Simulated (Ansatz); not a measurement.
**SiH3Cl (chlorosilane) at MP2/STO-3G**

Aim: the energy change on altering one bond length of SiH3Cl (chlorosilane) at MP2/STO-3G, from 2 runs. 

The calculation is run with Ansatz 0.2.0.

53 further runs of the same task are left out: 4 that didn't finish, 49 set aside as unsound or not needed.

## Step 1: The system as given

SiH3Cl: 5 atoms, total charge 0, spin state singlet. SMILES: `[SiH3]Cl`. Geometry: relaxed at PBE0-D4/def2-TZVP.

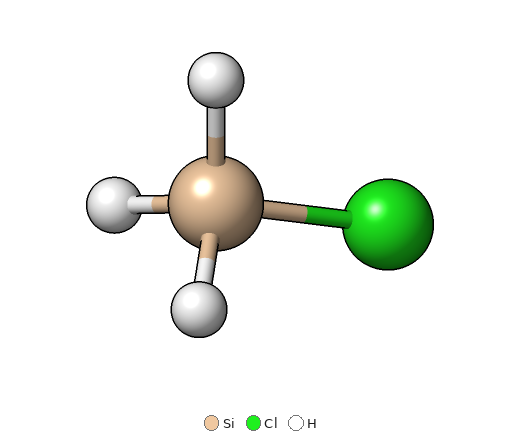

The structure, seen from a chosen angle (silicon light orange, chlorine green, hydrogen white).

## Step 2: The energy at MP2/STO-3G

File in.yaml:

```yaml
crystal:
  periodic: [false, false, false]
  atoms:
    - {symbol: Si, position_ang: [-0.112000, 0.018600, -0.030900]}
    - {symbol: Cl, position_ang: [1.838300, -0.513500, 0.329900]}
    - {symbol: H, position_ang: [-0.950900, -0.488300, 1.079100]}
    - {symbol: H, position_ang: [-0.534700, -0.585700, -1.314900]}
    - {symbol: H, position_ang: [-0.190800, 1.495400, -0.104700]}
basis:
  gaussian:
    orbitals: STO-3G
correlation:
  method: mp2
  frozen_orbitals: {Cl: 5, H: 0, Si: 5}
accuracy: high
```

Run with:

```bash
$ ansatz run in.yaml --threads 1 --pin off --max-ram 2610MiB --events-out events.jsonl --progress --plain --runs-dir runs
```

Log:

```text
Warning: RAYON_NUM_THREADS=1 ignored (pool sized by the plan → 1); use --threads N
Functional definition: HF
  name "HF"
  exchange = exact_x
  correlation = 0
364 factors; integrals over basis functions are off by at most 1.3e-8 eV
mean field evaluation 1: about -20189.2112 eV, gradient 1.3e1 eV
mean field evaluation 2: about -20189.2239 eV, gradient 1.3e1 eV
mean field evaluation 4: about -20190.0903 eV, gradient 5.0e-1 eV
mean field evaluation 8: about -20190.0916 eV, gradient 1.5e-6 eV
mean field -20190.09160878 eV, -741.9721812869 hartree, gradient 4.6e-8 eV, S^2 0.000000; 0 other end points of the search recorded, 0 dependent functions left out
10 core orbitals not correlated: weight in the atoms' cores, before any rotation towards them, 1.000 or more for the frozen orbitals, at most 0.000 for the correlated occupied ones
reference -20190.09160878 eV, -741.9721812869 hartree; 7, 7 occupied and 4, 4 virtual orbitals, 364 factors
second order -1.23039182 eV of doubles, -0.00000000 eV of singles
Total energy: -20191.32200059 eV, -742.0173973522 hartree
```

Wall time 0.14 s (1 thread of Arm Neoverse V1, shared host).

## Step 3: The distorted shape

File run.yaml:

```yaml
crystal:
  periodic: [false, false, false]
  atoms:
    - symbol: Si
      position_ang: [-0.006322, 0.169679, 0.290108]
    - symbol: Cl
      position_ang: [1.943978, -0.362421, 0.650908]
    - symbol: H
      position_ang: [-0.845222, -0.337221, 1.400108]
    - symbol: H
      position_ang: [-0.534700, -0.585700, -1.314900]
    - symbol: H
      position_ang: [-0.085122, 1.646479, 0.216308]
basis:
  gaussian:
    orbitals: STO-3G
accuracy: high
correlation:
  method: mp2
  frozen_orbitals: {Cl: 5, H: 0, Si: 5}
```

Run with:

```bash
$ ansatz run run.yaml --threads 1 --pin off --max-ram 2610MiB --events-out events.jsonl --progress --plain --runs-dir runs
```

Log:

```text
Warning: RAYON_NUM_THREADS=1 ignored (pool sized by the plan → 1); use --threads N
Functional definition: HF
  name "HF"
  exchange = exact_x
  correlation = 0
364 factors; integrals over basis functions are off by at most 1.5e-8 eV
mean field evaluation 1: about -20187.2949 eV, gradient 1.5e1 eV
mean field evaluation 2: about -20187.3014 eV, gradient 1.5e1 eV
mean field evaluation 4: about -20188.4253 eV, gradient 6.1e-1 eV
mean field evaluation 8: about -20188.4270 eV, gradient 2.4e-6 eV
mean field -20188.42704309 eV, -741.9110096261 hartree, gradient 6.9e-8 eV, S^2 0.000000; 0 other end points of the search recorded, 0 dependent functions left out
10 core orbitals not correlated: weight in the atoms' cores, before any rotation towards them, 1.000 or more for the frozen orbitals, at most 0.000 for the correlated occupied ones
reference -20188.42704309 eV, -741.9110096261 hartree; 7, 7 occupied and 4, 4 virtual orbitals, 364 factors
second order -1.46980167 eV of doubles, -0.00000000 eV of singles
Total energy: -20189.89684476 eV, -741.9650238412 hartree
```

It took 0.16 s on 1 thread of Arm Neoverse V1, shared host.

## Step 4: What came out

At MP2/STO-3G, 10 core orbitals frozen:

| quantity | value |
| --- | --- |
| first shape: total energy | -742.01740 Eh |
| first shape: correlation energy (10 core orbitals frozen) | -45.2 mEh |
| distorted shape: total energy | -741.96502 Eh |
| distorted shape: correlation energy (10 core orbitals frozen) | -54.0 mEh |
| energy change with the Si1–H4 bond stretched from 1.481 to 1.851 Å | 1.425 eV |

**Reading.** With the Si1–H4 bond stretched from 1.481 to 1.851 Å the energy rises by 1.43 eV (138 kJ/mol). The first shape isn't relaxed at this level, so the change isn't measured from a minimum. The minimal basis adds a large error of its own.
